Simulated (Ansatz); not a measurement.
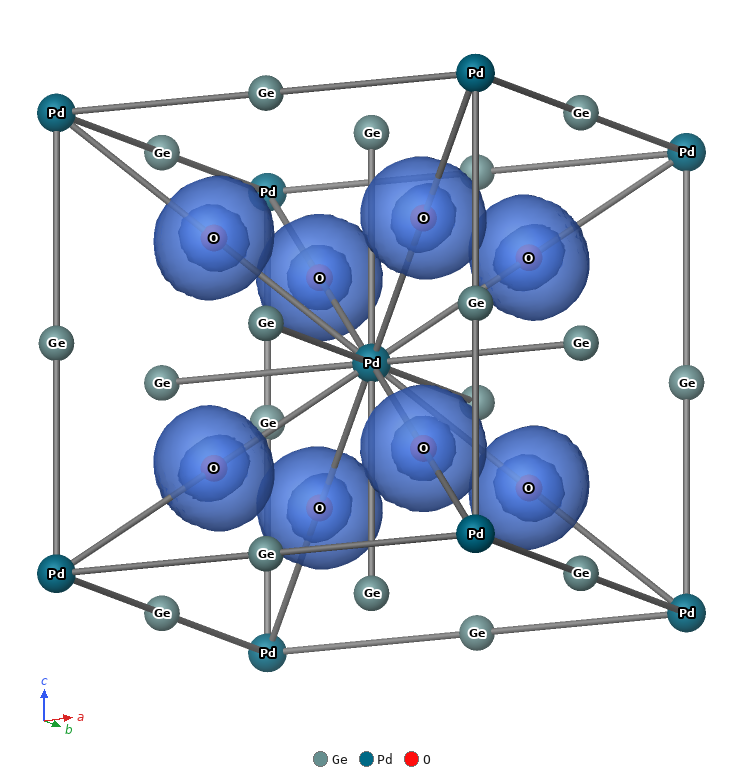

*Ge3PdO4. Isosurface of the ELF at 0.75 (blue), seen at an oblique angle. Core shells and regions of very low density are left out. Sticks mark near contacts.*

Space group Im-3m; a structure generated by program, which may or may not match a known phase.

Computed with DFT PBE, scalar-relativistic, plane waves, PAW in Ansatz 0.2.0.

```
CELL_PARAMETERS angstrom
5.75497 0.00000 0.00000
0.00000 5.75497 0.00000
0.00000 0.00000 5.75497
ATOMIC_POSITIONS crystal
Ge 0.50000 0.00000 0.00000
Ge 0.00000 0.50000 0.50000
Ge 0.00000 0.50000 0.00000
Ge 0.50000 0.00000 0.50000
Ge 0.00000 0.00000 0.50000
Ge 0.50000 0.50000 0.00000
Pd 0.00000 0.00000 0.00000
Pd 0.50000 0.50000 0.50000
O 0.25000 0.25000 0.25000
O 0.75000 0.75000 0.75000
O 0.25000 0.25000 0.75000
O 0.75000 0.75000 0.25000
O 0.25000 0.75000 0.25000
O 0.75000 0.25000 0.75000
O 0.75000 0.25000 0.25000
O 0.25000 0.75000 0.75000
```

Question: Identify the bonds, lone pairs and shells in this picture.

Answer: The ELF exceeds this value in eight regions wrapped around O (the valence shell of each), counted in one cell of 16 atoms. Any copies at cell faces, edges or corners count once. Profiles from the grid: Pd–O (2.49 Å): the ELF is about 0.10 at the midpoint; no shared electron pair shows on this line. Ge–Pd (2.88 Å): the ELF is about 0.15 at the midpoint (no localised pair shows between them).
